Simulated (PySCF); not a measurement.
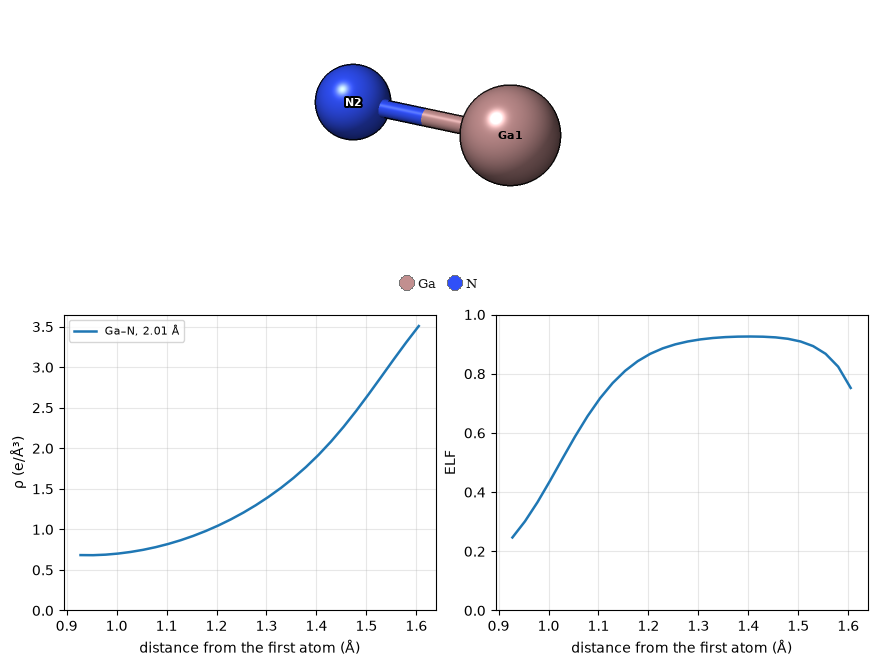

*GaN (triplet). Total electron density and ELF along straight lines between neighbouring atoms. The curves leave out the atomic cores. The structure is drawn too.*

Level of theory: PySCF 2.14.0, PBE0/def2-TZVPPD, non-relativistic Hamiltonian with scalar-relativistic core potentials where named, at a bond length of 2.006 Å.

Q: What can be read from the curves?

A: Ga–N (2.01 Å): ρ at the midpoint is about 0.7 e/Å³; the ELF peaks at about 0.95 in the valence shell of N, 0.6 Å from its nucleus, and is about 0.45 at the midpoint.
